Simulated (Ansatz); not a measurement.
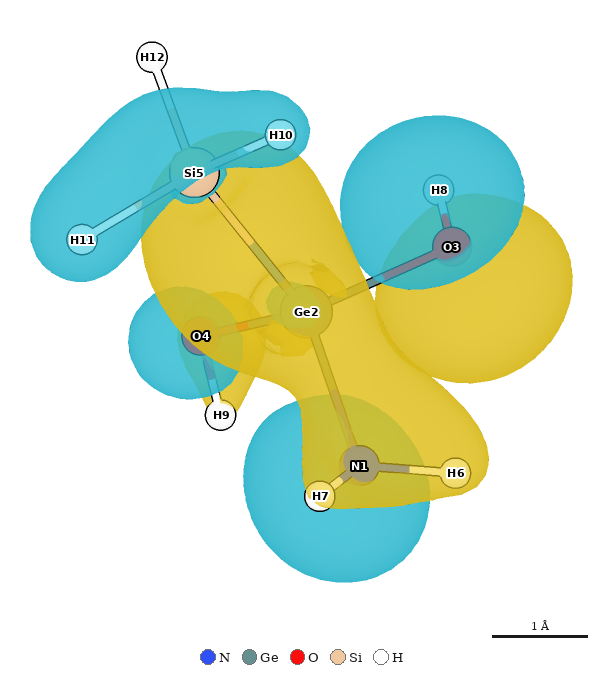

Figure 1: GeH7NO2Si (SMILES [NH2][Ge]([OH])([OH])[SiH3]). The HOMO−1 at ±0.08 Å⁻³ᐟ² (yellow and cyan are the two phases), seen at an oblique angle.

Theory: RKS B3LYP-D4/def2-SVP in Ansatz.

| atom | x (Å) | y (Å) | z (Å) |
| --- | --- | --- | --- |
| N | -1.1131 | 1.5105 | 0.5644 |
| Ge | -0.1803 | -0.0585 | 0.4159 |
| O | 0.8689 | 0.0127 | 1.8673 |
| O | -1.3065 | -1.4387 | 0.5924 |
| Si | 1.0156 | -0.4859 | -1.6140 |
| H | -0.7277 | 2.1377 | 1.2685 |
| H | -1.2941 | 2.0264 | -0.2932 |
| H | 1.0788 | -0.8677 | 2.2073 |
| H | -2.0652 | -1.1914 | 1.1412 |
| H | 2.0928 | 0.5344 | -1.7673 |
| H | 0.0846 | -0.3883 | -2.7756 |
| H | 1.6232 | -1.8463 | -1.5727 |

What is the character of this orbital?

Answer. By Hirshfeld shares it lies mainly on O3 (about 45 %), N1 (about 20 %), Ge2 (about 15 %) and Si5 (about 10 %). Its energy is −7.90 eV.
